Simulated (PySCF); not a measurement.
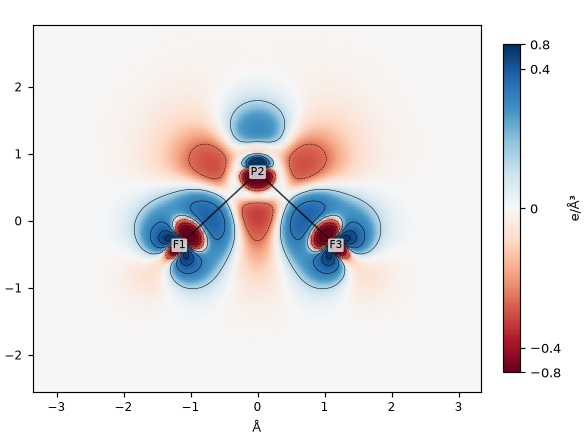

F3P, SMILES `FP(F)F`. Deformation density (molecule less spherical, spin-averaged free atoms) in the plane of F1, P2 and F3; colour scale in e/Å³, logarithmic beyond ±0.1; blue: gain, red: loss.

Computed with PySCF, ωB97X/def2-TZVP, geometry: GFN2-xTB. No frequency check shows the geometry to be a minimum. GFN2-xTB bond lengths at metals and heavier atoms can be off by up to 0.1 Å and shapes distorted, which carries into these values.

How much density has each bond in this plane gained at its critical point, relative to the free atoms?

F1–P2 and P2–F3: +0.05 e/Å³ at the bond critical point (bond length 1.60 Å, Mayer order 1.1); up to 0.6 Å beside the axis the gain reaches +0.32 e/Å³. In all, 1.0 electrons gather in the regions of gain relative to the promolecule. A small or negative value marks a very polar bond, one between electron-rich atoms, whose free-atom densities already overlap strongly, a long bond to a heavier atom, or a closed-shell contact such as a hydrogen bond.

Where do the Hirshfeld charges lie?

The highest Hirshfeld charge is on P2 (+0.45 e), the lowest on F1, F3 and F4 (−0.15 e).

| atom | charge (e) |
| --- | --- |
| F1 | −0.15 |
| P2 | +0.45 |
| F3 | −0.15 |
| F4 | −0.15 |

Cost of the run: 5.4 s on 1 thread of Intel(R) Xeon(R) 6975P-C (Granite Rapids) (shared host), peak memory 0.51 GiB.
